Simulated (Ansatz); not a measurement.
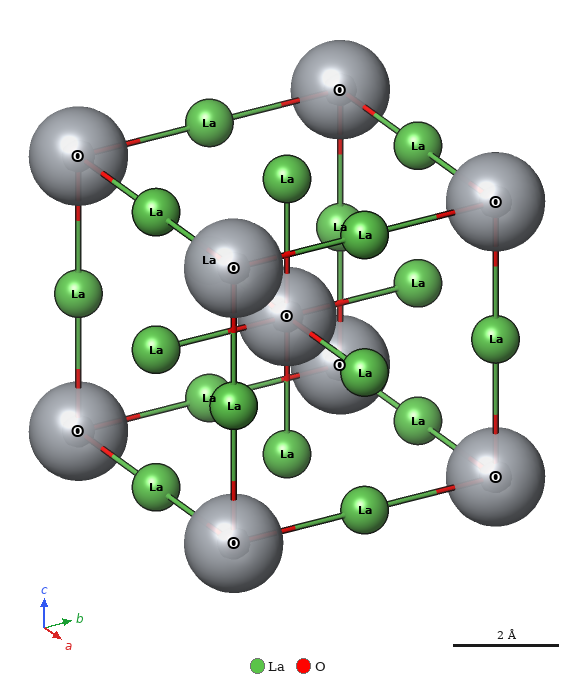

Figure 1: La3O. Isosurface of the ELF at 0.65 (grey), seen at an oblique angle. Core shells and regions of very low density are left out. Sticks mark near contacts.

Space group Im-3m; a structure generated by program, which may or may not match a known phase; computed without spin polarisation.

All numbers below come from DFT PBE, scalar-relativistic, plane waves, PAW (Ansatz 0.2.0).

Input

```
crystal:
  lattice:
    - [-2.96068593, 2.96068593, 2.96068593]
    - [2.96068593, -2.96068593, 2.96068593]
    - [2.96068593, 2.96068593, -2.96068593]
  atoms:
    - { symbol: La, position: [0.0, 0.5, 0.5] }
    - { symbol: La, position: [0.5, 0.0, 0.5] }
    - { symbol: La, position: [0.5, 0.5, 0.0] }
    - { symbol: O, position: [0.0, 0.0, 0.0] }
basis:
  ecutwfc: 420
kpoints:
  mp_grid: { grid: [12, 12, 12] }
hamiltonian:
  xc: pbe
scf:
  occupations: { method: gaussian, width: 0.1 }
output:
  forces: true
  stress: true
  eigenvalues: true
  write_density: true
  write_potential: true
  elf: true
  volumetric_format: npy
relax:
  adjacent_minimum: "off"
  f_tol: 0.01
  max_steps: 80
  cell: { stress_tol: 0.05 }
```

Run with:

```sh
ansatz run input.yaml --threads 1 --pin off --max-ram 2560MiB --backend cpu --events-out ev --progress --plain --runs-dir out
```

Below, planes, directions and counts refer to the conventional cell (a = 5.85 Å, b = 5.85 Å, c = 5.85 Å, α = 90.00°, β = 90.00°, γ = 90.00°).

The fields are those of the relaxed geometry.

> Where are the electrons localised?

The surface consists of two regions wrapped around O (the valence shell of each), counted in one cell of 8 atoms. Any copies at cell faces, edges or corners count once. Profiles from the grid: La–O (2.93 Å): the ELF is about 0.10 at the midpoint: no localised pair shows between them.
